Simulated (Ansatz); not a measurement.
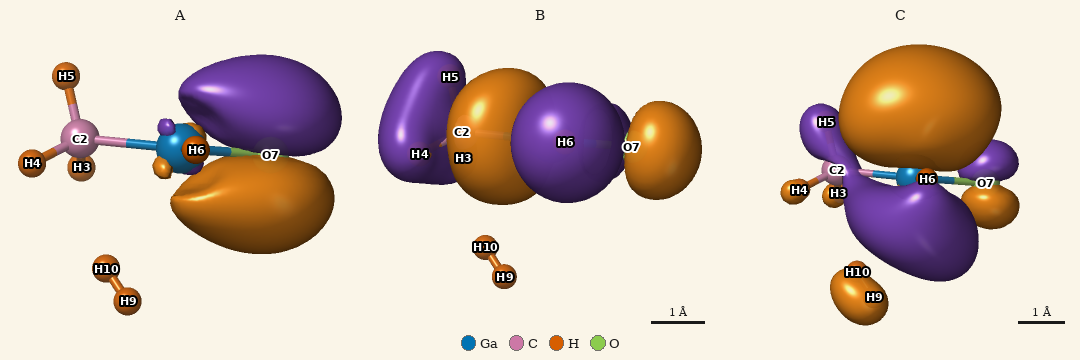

*CH5GaO···H2. Three frontier orbitals at ±0.08 Å⁻³ᐟ² (orange and purple are the two phases), in no order.*

Not at a stationary point (largest force 1.8 eV/Å).

All numbers below come from RKS PBE0/def2-SVP in Ansatz.

The calculation's input:

```
crystal:
  periodic: [false, false, false]
  atoms:
    - { symbol: Ga, position_ang: [0.0, 0.0, 0.0] }
    - { symbol: C, position_ang: [0.0, 0.0, 2.33] }
    - { symbol: H, position_ang: [-0.9996, -0.3092, 2.7005] }
    - { symbol: H, position_ang: [0.7676, -0.7111, 2.7005] }
    - { symbol: H, position_ang: [0.232, 1.0203, 2.7005] }
    - { symbol: H, position_ang: [1.3596, 0.0, -0.785] }
    - { symbol: O, position_ang: [-1.5501, 0.0, -0.895] }
    - { symbol: H, position_ang: [-2.0598, -0.8467, -0.6865] }
    - { symbol: H, position_ang: [-0.2395, -1.7584, 0.5897] }
    - { symbol: H, position_ang: [-0.1908, -1.4007, 1.5733] }
basis:
  gaussian: { orbitals: def2-SVP }
hamiltonian:
  xc: pbe0
relax:
  f_tol: 0.15
  max_steps: 25
  restrain:
    - { distance: [0, 8], at: 2.77, k: 30.0 }
    - { distance: [9, 1], at: 2.31, k: 30.0 }
    - { distance: [0, 1], at: 1.98, k: 30.0 }
    - { distance: [9, 8], at: 0.66, k: 30.0 }
output:
  orbitals: {}
```

Launched as:

```sh
ansatz run input.yaml --threads 2 --pin off --max-ram 3072MiB --backend cpu --events-out ev --progress --plain --runs-dir out
```

The fields are those of the run's last geometry, not of the input's.

**Which picture is the HOMO−1, the HOMO and the LUMO?**

A is the HOMO−1 (−8.42 eV). It lies mainly on O7 (about 80 %) and Ga1 (about 10 %); largely a lone pair of O7. B is the HOMO (−7.93 eV). By Hirshfeld shares it lies mainly on C2 (about 35 %), Ga1 (about 20 %), O7 (about 20 %) and H6 (about 15 %). C is the LUMO (−0.25 eV). It lies mainly on Ga1 (about 70 %) and O7 (about 10 %).

**What is the HOMO–LUMO gap?**

7.68 eV between the orbital energies.
